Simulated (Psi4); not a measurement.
# CH4AlClO (SMILES C[O][AlH][Cl]): MP2/cc-pVDZ (density fitting with cc-pvtz-jkfit, density fitting for correlation, sweep point 4)

What is the vertical ionisation energy of CH4AlClO at MP2/cc-pVDZ (density fitting with cc-pvtz-jkfit, density fitting for correlation, sweep point 4)? 

The calculation is run with Psi4 1.11.

14 further runs of the same task are left out: 12 that didn't finish, 2 set aside as unsound or not needed. Runs told in other sessions of the task aren't counted.

**1. The molecule**

The species is CH4AlClO (8 atoms), meant as a singlet with charge 0. As SMILES, `C[O][AlH][Cl]`. The shape is that of a PBE0-D4/def2-TZVP optimisation. This is one conformer, not always the lowest.

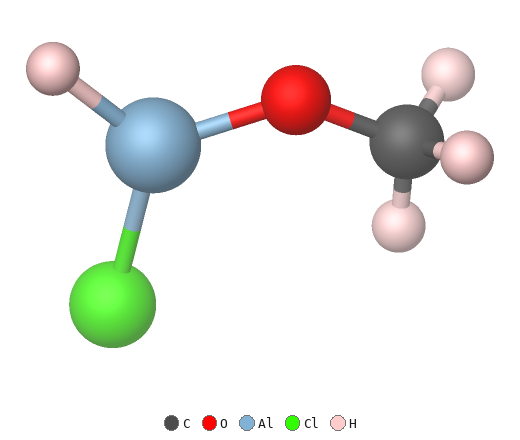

The structure, seen from a chosen angle (carbon dark grey, oxygen red, aluminium light blue, chlorine green, hydrogen pink).

**2. A single-point energy at MP2/cc-pVDZ (density fitting with cc-pvtz-jkfit, density fitting for correlation, sweep point 4)**

Contents of ch4alclo.inp:

```
memory 1600 MB

molecule {
  0 1
  C      0.132200     1.250600     0.263000
  O      0.645300     0.052000    -0.246000
  Al     0.103400    -1.519700    -0.426600
  Cl    -1.829000    -2.007800     0.224400
  H      0.118400     2.012400    -0.522500
  H     -0.886500     1.136200     0.650000
  H      0.770200     1.612600     1.075000
  H      1.038000    -2.593300    -1.072900
  symmetry c1
}

set globals {
  basis           cc-pVDZ
  puream          true
  scf_type        df
  num_frozen_docc 12
  df_basis_scf    cc-pvtz-jkfit
}

energy('mp2')
```

On the command line:

```bash
$ psi4 -i ch4alclo.inp -o ch4alclo.out -n 1
```

ch4alclo.out:

```text
[...]
  Running in c1 symmetry.
[...]
  Nuclear repulsion =  196.040773346777712
[...]
  Multiplicity = 1
[...]
  Nalpha       = 24
  Nbeta        = 24
[...]
    Number of basis functions: 84
[...]
   @DF-RHF iter   1:  -816.50357644025871   -8.76212e-01   5.18047e-03 ADIIS/DIIS
[...]
   @DF-RHF iter  11:  -816.59541361227195   -4.20641e-12   6.01078e-09 DIIS
[...]
    Orbital Energies [Eh]
    ---------------------
    Doubly Occupied:
       1A   -104.815272     2A    -58.523345     3A    -20.547009
       4A    -11.284425     5A    -10.544076     6A     -8.010910
       7A     -8.008931     8A     -8.008758     9A     -4.936897
      10A     -3.252026    11A     -3.251852    12A     -3.249641
      13A     -1.337482    14A     -1.078618    15A     -0.921968
      16A     -0.662183    17A     -0.621999    18A     -0.617948
      19A     -0.552797    20A     -0.487103    21A     -0.472358
      22A     -0.457273    23A     -0.453419    24A     -0.448450
[...]
  @DF-RHF Final Energy:  -816.59541361227195
   => Energetics <=
    Nuclear Repulsion Energy =            196.0407733467777120
    One-Electron Energy =               -1520.1828999703993759
    Two-Electron Energy =                 507.5467130113496523
    Total Energy =                       -816.5954136122719547
[...]
 Multipole Moments:
 ------------------------------------------------------------------------------------
     Multipole            Electronic (a.u.)      Nuclear  (a.u.)        Total (a.u.)
 ------------------------------------------------------------------------------------
 L = 1.  Multiply by 2.5417464519 to convert [e a0] to [Debye]
 Dipole X            :         -3.3523925            3.5374040            0.1850115
 Dipole Y            :         -6.8141238            7.1758341            0.3617103
 Dipole Z            :         -0.3808617            0.3982387            0.0173770
 Magnitude           :                                                    0.4066516
[...]
```

Run time: 2.5 s. Hardware: 1 thread of Intel Xeon 6975P-C (Granite Rapids), shared host; peak memory 0.29 GiB.

**3. The doublet cation**

Contents of job.inp:

```
memory 1600 MB

molecule geom {
  1 2
  C      0.132200     1.250600     0.263000
  O      0.645300     0.052000    -0.246000
  Al     0.103400    -1.519700    -0.426600
  Cl    -1.829000    -2.007800     0.224400
  H      0.118400     2.012400    -0.522500
  H     -0.886500     1.136200     0.650000
  H      0.770200     1.612600     1.075000
  H      1.038000    -2.593300    -1.072900
  symmetry c1
}

set basis cc-pVDZ
set reference uhf
set puream true
set scf_type df
set num_frozen_docc 12
set df_basis_scf cc-pvtz-jkfit
set maxiter 100
set soscf true
set soscf_start_convergence 0.001

energy("mp2")
```

On the command line:

```bash
$ psi4 -i job.inp -o job.out -n 1
```

job.out:

```text
[...]
  Running in c1 symmetry.
[...]
  Nuclear repulsion =  196.040773346777712
[...]
  Multiplicity = 2
[...]
  Nalpha       = 24
  Nbeta        = 23
[...]
    Number of basis functions: 84
[...]
   @DF-UHF iter   1:  -816.04597343287219   -4.18609e-01   5.33086e-03 ADIIS/DIIS
[...]
   @DF-UHF iter  56:  -816.19311429180823   -1.81899e-12   8.66034e-09 SOSCF, nmicro=conv
[...]
   @S^2 Observed:                7.583037248E-01
[...]
    Orbital Energies [Eh]
    ---------------------
    Alpha Occupied:
       1A   -105.212610     2A    -58.743797     3A    -20.731773
       4A    -11.433928     5A    -10.940180     6A     -8.425230
       7A     -8.401172     8A     -8.399141     9A     -5.159357
      10A     -3.474689    11A     -3.473148    12A     -3.471084
      13A     -1.516071    14A     -1.480211    15A     -1.078523
      16A     -0.901222    17A     -0.897302    18A     -0.824902
      19A     -0.817716    20A     -0.779170    21A     -0.778707
      22A     -0.681571    23A     -0.630293    24A     -0.614716
    Alpha Virtual:
      25A     -0.118254    26A     -0.097767    27A     -0.033813
[...]
  @DF-UHF Final Energy:  -816.19311429180823
   => Energetics <=
    Nuclear Repulsion Energy =            196.0407733467777120
    One-Electron Energy =               -1507.9052684129928821
    Two-Electron Energy =                 495.6713807744068845
    Total Energy =                       -816.1931142918082287
  UHF NO Occupations:
  HONO-2 :   22  A 1.9991733
  HONO-1 :   23  A 1.9969601
  HONO-0 :   24  A 1.0000000
  LUNO+0 :   25  A 0.0030399
  LUNO+1 :   26  A 0.0008267
[...]
 Multipole Moments:
 ------------------------------------------------------------------------------------
     Multipole            Electronic (a.u.)      Nuclear  (a.u.)        Total (a.u.)
 ------------------------------------------------------------------------------------
 L = 1.  Multiply by 2.5417464519 to convert [e a0] to [Debye]
 Dipole X            :         -4.7451093            3.5374040           -1.2077053
 Dipole Y            :         -8.2235053            7.1758341           -1.0476712
 Dipole Z            :         -0.1794959            0.3982387            0.2187429
 Magnitude           :                                                    1.6136962
[...]
```

Wall time 12 s (1 thread of Intel Xeon 6975P-C (Granite Rapids), shared host); peak memory 0.29 GiB.

**4. What came out**

At MP2/cc-pVDZ (density fitting with cc-pvtz-jkfit, density fitting for correlation, sweep point 4), 12 core orbitals frozen:

| quantity | value |
| --- | --- |
| singlet CH4AlClO: total energy | -817.11746 Eh |
| singlet CH4AlClO: HOMO energy (Hartree–Fock orbitals) | -12.20 eV |
| singlet CH4AlClO: LUMO energy (Hartree–Fock orbitals) | 2.02 eV |
| singlet CH4AlClO: HOMO–LUMO gap (Hartree–Fock orbitals) | 14.22 eV |
| singlet CH4AlClO: correlation energy (12 core orbitals frozen) | -522.0 mEh |
| doublet cation: total energy | -816.68834 Eh |
| doublet cation: HOMO energy (Hartree–Fock orbitals) (highest over α and β) | -16.71 eV |
| doublet cation: LUMO energy (Hartree–Fock orbitals) (lowest over α and β) | -9.54 eV |
| doublet cation: correlation energy (12 core orbitals frozen) | -495.2 mEh |
| doublet cation: ⟨S²⟩ of the reference determinant | 0.758 |
| vertical ionisation energy (to the doublet cation) | 11.677 eV |

The vertical ionisation energy comes to 11.68 eV (269 kcal/mol).
